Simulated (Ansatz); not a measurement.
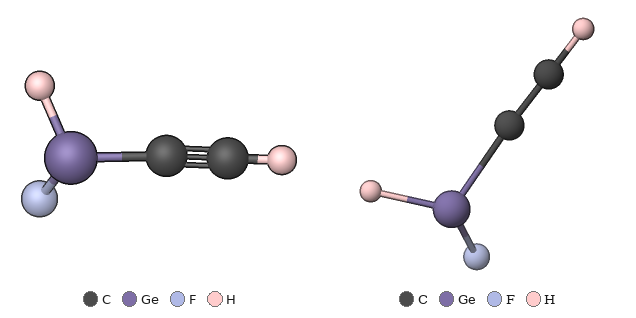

The same structure drawn twice, from different directions.

Charge 0, doublet.

Give the formula.

Answer. C2H2FGe, 6 atoms: 2 carbon, 2 hydrogen, 1 fluorine and 1 germanium.

Name functional groups in it.

Answer. Among them: alkyne.

What is the point group of this geometry?

Answer. C1.

What is its SMILES?

Answer. C#[C][GeH][F]

Count the bonded pairs by element.

Answer. 1 C–C, 1 C–Ge, 1 F–Ge, 1 C–H, 1 Ge–H.

More results for the same structure follow; atom numbers are the same in all pictures, views and colours differ. Computed geometry: PBE0-D4/def2-TZVP optimisation.

**Shape**

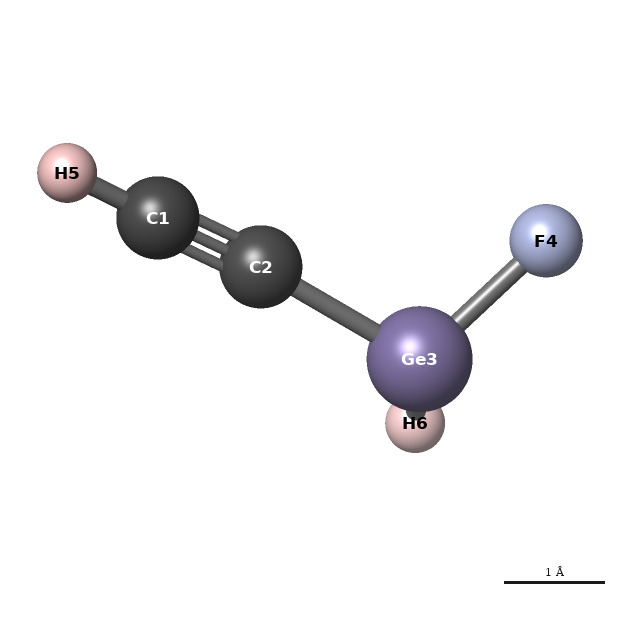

The atoms are numbered.

Describe the coordination of atom 3.

Answer. Ge3 has 3 neighbours (C2 at 1.89, F4 at 1.74, H6 at 1.55 Å); the arrangement is trigonal pyramidal.

What is the geometry at C1?

Answer. C1 has 2 neighbours (C2 at 1.21, H5 at 1.07 Å); the arrangement is linear.

How are the neighbours of atom 2 arranged?

Answer. C2 has 2 neighbours (C1 at 1.21, Ge3 at 1.89 Å); the arrangement is linear.

**Electronic properties**

Properties computed with UKS B97M-V/def2-TZVPP (Ansatz 0.2.0).

Computed properties:

- HOMO energy (Kohn–Sham orbital): −5.78 eV
- ⟨S²⟩ of the determinant: 0.753

**Charges**

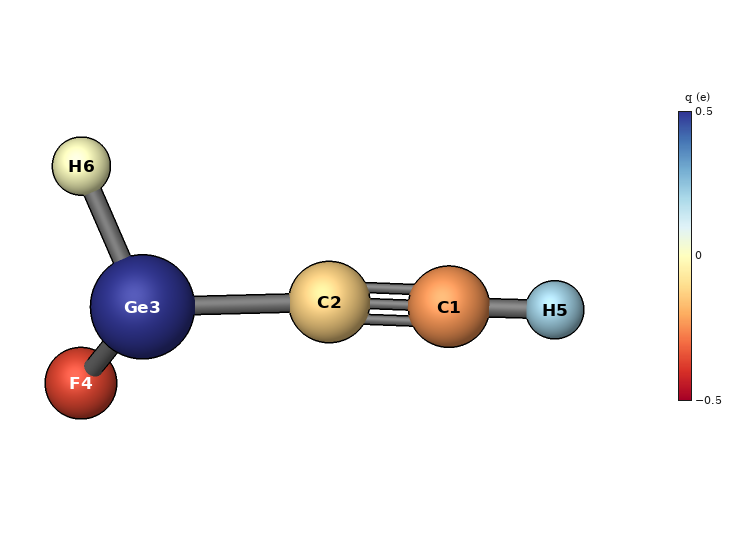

Atoms are coloured by their Mulliken charges. Level of theory: UKS r2SCAN-D4/def2-TZVPP (Ansatz 0.2.0).

Which atom carries the highest charge (most positive or least negative)?

Answer. Ge3 (0.50 e).

And the lowest?

Answer. F4 (−0.36 e).

List the Mulliken charges.

```csv
atom,value (e)
C1,−0.23
C2,−0.12
Ge3,0.50
F4,−0.36
H5,0.22
H6,0.00
```

**Thermal motion**

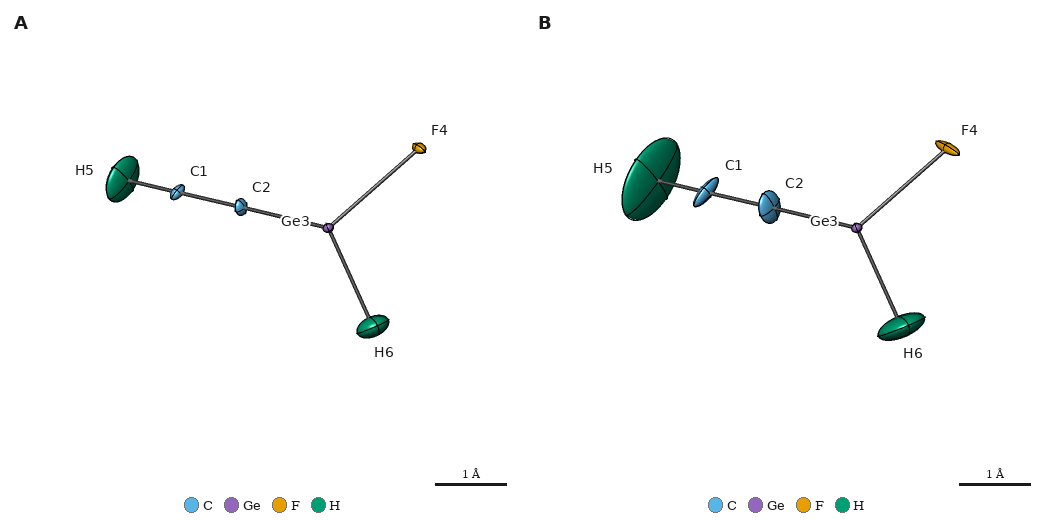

Displacement ellipsoids at the 50 % level, from the internal vibrations of the free molecule (harmonic, no overall translation or rotation; no half-axis is drawn under 0.075 Å). Vibrations computed with UKS PBE0-D4/def2-TZVP (Ansatz 0.2.0). One panel is for 200 K, the other for 900 K.

Which panel is for 900 K?

Answer. B.

How much does the mean-square displacement of F4 grow, and why?

Answer. U_eq goes from 0.0031 to 0.0119 Å², a factor of 3.9. Modes below kT (626 cm⁻¹ at 900 K) grow about in proportion to T, and the lowest lies at 125 cm⁻¹; the mean-square amplitude of a mode is its zero-point value times coth(ħω/2kT), which comes close to 1 only above about 3kT.

Mulliken values depend strongly on the basis set and can even reverse the polarity of a bond.
